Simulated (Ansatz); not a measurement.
# UCCSD/3-21G run of PH (SMILES [PH])

Aim: the vertical ionisation energy of PH at UCCSD/3-21G, from 2 runs. 

Program for the calculation: Ansatz 0.2.0.

57 further runs of the same task are left out: 57 set aside as unsound or not needed.

## Step 1: The molecule

The species is PH (2 atoms), meant as a triplet with charge 0. SMILES: `[PH]`. The coordinates come from a GFN2-xTB relaxation.

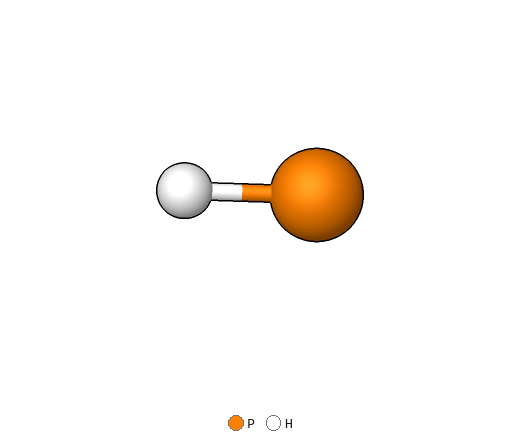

Viewed from a chosen angle; phosphorus orange, hydrogen white.

## Step 2: The energy at UCCSD/3-21G

The input, molecule.yaml:

```yaml
crystal:
  periodic: [false, false, false]
  atoms:
    - symbol: P
      position_ang: [0.000000, 0.000000, 0.000000]
    - symbol: H
      position_ang: [0.000000, 0.000000, 1.399070]
basis:
  gaussian:
    orbitals: 3-21G.json
magnetization:
  spin_polarized: true
  initial_magnetization: 2
correlation:
  method: ccsd
  frozen_orbitals: {H: 0, P: 5}
accuracy: high
scf:
  omitted_lower_state_checks: [cluster_reference, increment]
```

The basis set 3-21G is read from a file made from the Basis Set Exchange's data (not shown).

Started as:

```bash
$ ansatz run molecule.yaml --threads 1 --pin off --max-ram 2610MiB --events-out events.jsonl --progress --plain --runs-dir runs
```

Log:

```text
Warning: RAYON_NUM_THREADS=1 ignored (pool sized by the plan → 1); use --threads N
Functional definition: HF
  name "HF"
  exchange = exact_x
  correlation = 0
these checks for a lower state are left out or cut short: cluster_reference, increment
277 factors; integrals over basis functions are off by at most 2.2e-9 eV
mean field evaluation 1: about -9239.4626 eV, gradient 4.7e0 eV
mean field evaluation 2: about -9239.4640 eV, gradient 4.7e0 eV
mean field evaluation 4: about -9239.6852 eV, gradient 4.2e-1 eV
mean field evaluation 8: about -9239.6884 eV, gradient 8.6e-7 eV
mean field -9239.68837141 eV, -339.5522847637 hartree, gradient 1.3e-8 eV, S^2 2.010096; 0 other end points of the search recorded, 0 dependent functions left out
5 core orbitals not correlated: weight in the atoms' cores, before any rotation towards them, 1.000 or more for the frozen orbitals, at most 0.000 for the correlated occupied ones
reference -9239.68837141 eV, -339.5522847637 hartree; 4, 2 occupied and 6, 8 virtual orbitals, 277 factors
second order -0.83794418 eV of doubles, -0.00000000 eV of singles
cycle   1  -1.04281558 eV  change   -2.0e-1 eV  update   3.5e-2
cycle   2  -1.13473021 eV  change   -9.2e-2 eV  update   1.4e-2
cycle   3  -1.13892525 eV  change   -4.2e-3 eV  update   3.5e-3
cycle   4  -1.13983863 eV  change   -9.1e-4 eV  update   1.1e-3
cycle   5  -1.13968118 eV  change    1.6e-4 eV  update   4.2e-4
cycle   6  -1.13984999 eV  change   -1.7e-4 eV  update   1.4e-4
cycle   7  -1.13985386 eV  change   -3.9e-6 eV  update   4.6e-5
cycle   8  -1.13983769 eV  change    1.6e-5 eV  update   1.2e-5
cycle   9  -1.13984201 eV  change   -4.3e-6 eV  update   2.6e-6
cycle  10  -1.13984100 eV  change    1.0e-6 eV  update   5.5e-7
cycle  11  -1.13984099 eV  change    1.8e-8 eV  update   1.3e-7
cycle  12  -1.13984103 eV  change   -4.4e-8 eV  update   5.4e-8
cycle  13  -1.13984105 eV  change   -1.4e-8 eV  update   1.1e-8
cycle  14  -1.13984091 eV  change    1.3e-7 eV  update   3.6e-8
cycle  15  -1.13984085 eV  change    5.8e-8 eV  update   1.2e-8
cycle  16  -1.13984085 eV  change   4.9e-10 eV  update   2.0e-9
cycle  17  -1.13984085 eV  change  -3.8e-10 eV  update  6.3e-10
Total energy: -9240.82821226 eV, -339.5941731424 hartree
Checks for a lower state left out: cluster_reference, increment
```

Run time: 0.26 s. Hardware: 1 thread of Arm Neoverse V1, shared host.

## Step 3: The doublet cation at the same level

The input, run.yaml:

```yaml
basis:
  gaussian:
    orbitals: 3-21G.json
crystal:
  periodic: [false, false, false]
  atoms:
    - symbol: P
      position_ang: [0.000000, 0.000000, 0.000000]
    - symbol: H
      position_ang: [0.000000, 0.000000, 1.399070]
total_charge: 1
magnetization:
  spin_polarized: true
  initial_magnetization: 1
correlation:
  method: ccsd
  frozen_orbitals: {H: 0, P: 5}
accuracy: high
scf:
  omitted_lower_state_checks: [cluster_reference, increment]
```

The basis set 3-21G is read from a file made from the Basis Set Exchange's data (not shown).

Started as:

```bash
$ ansatz run run.yaml --threads 1 --pin off --max-ram 2610MiB --events-out events.jsonl --progress --plain --runs-dir runs
```

Log:

```text
Warning: RAYON_NUM_THREADS=1 ignored (pool sized by the plan → 1); use --threads N
[... 4 set-up lines as earlier in the session ...]
these checks for a lower state are left out or cut short: cluster_reference, increment
276 factors; integrals over basis functions are off by at most 3.1e-9 eV
mean field evaluation 1: about -9229.7195 eV, gradient 3.6e0 eV
mean field evaluation 2: about -9229.7208 eV, gradient 3.6e0 eV
mean field evaluation 4: about -9229.8156 eV, gradient 2.5e-1 eV
mean field evaluation 8: about -9229.8169 eV, gradient 4.2e-7 eV
mean field evaluation 16: about -9229.8199 eV, gradient 9.1e-5 eV
mean field evaluation 32: about -9229.8164 eV, gradient 4.2e-2 eV
mean field -9229.81692503 eV, -339.1895158002 hartree, gradient 8.8e-9 eV, S^2 0.752787; 4 other end points of the search recorded, 0 dependent functions left out
5 core orbitals not correlated: weight in the atoms' cores, before any rotation towards them, 1.000 or more for the frozen orbitals, at most 0.000 for the correlated occupied ones
reference -9229.81692503 eV, -339.1895158002 hartree; 3, 2 occupied and 7, 8 virtual orbitals, 276 factors
second order -0.87373151 eV of doubles, -0.00000000 eV of singles
cycle   1  -1.12993603 eV  change   -2.6e-1 eV  update   4.7e-2
cycle   2  -1.28281719 eV  change   -1.5e-1 eV  update   2.1e-2
cycle   3  -1.28567101 eV  change   -2.9e-3 eV  update   4.0e-3
cycle   4  -1.28682781 eV  change   -1.2e-3 eV  update   1.4e-3
cycle   5  -1.28631139 eV  change    5.2e-4 eV  update   4.4e-4
cycle   6  -1.28643723 eV  change   -1.3e-4 eV  update   1.2e-4
cycle   7  -1.28648453 eV  change   -4.7e-5 eV  update   4.0e-5
cycle   8  -1.28647235 eV  change    1.2e-5 eV  update   1.7e-5
cycle   9  -1.28647934 eV  change   -7.0e-6 eV  update   3.7e-6
cycle  10  -1.28647890 eV  change    4.4e-7 eV  update   6.8e-7
cycle  11  -1.28647900 eV  change   -1.1e-7 eV  update   1.5e-7
cycle  12  -1.28647899 eV  change    6.9e-9 eV  update   6.7e-8
cycle  13  -1.28647905 eV  change   -5.6e-8 eV  update   2.5e-8
cycle  14  -1.28647905 eV  change   -4.4e-9 eV  update   1.1e-8
cycle  15  -1.28647889 eV  change    1.6e-7 eV  update   4.1e-8
cycle  16  -1.28647883 eV  change    6.5e-8 eV  update   1.4e-8
cycle  17  -1.28647882 eV  change    2.3e-9 eV  update   2.8e-9
cycle  18  -1.28647883 eV  change   -1.2e-9 eV  update  8.6e-10
cycle  19  -1.28647883 eV  change  -3.8e-10 eV  update  2.6e-10
Total energy: -9231.10340385 eV, -339.2367930250 hartree
Checks for a lower state left out: cluster_reference, increment
```

Run time: 0.24 s. Hardware: 1 thread of Arm Neoverse V1, shared host.

## Step 4: Outcome

Level: UCCSD/3-21G, 5 core orbitals frozen.

```
                                                   quantity          value
                                   triplet PH: total energy  -339.59417 Eh
    triplet PH: correlation energy (5 core orbitals frozen)      -41.9 mEh
              triplet PH: ⟨S²⟩ of the reference determinant          2.010
                                  triplet PH: T1 diagnostic          0.006
                               doublet cation: total energy  -339.23679 Eh
doublet cation: correlation energy (5 core orbitals frozen)      -47.3 mEh
          doublet cation: ⟨S²⟩ of the reference determinant          0.753
                              doublet cation: T1 diagnostic          0.007
         vertical ionisation energy (to the doublet cation)       9.725 eV
```

Removing an electron at fixed nuclei costs 9.72 eV (224 kcal/mol).
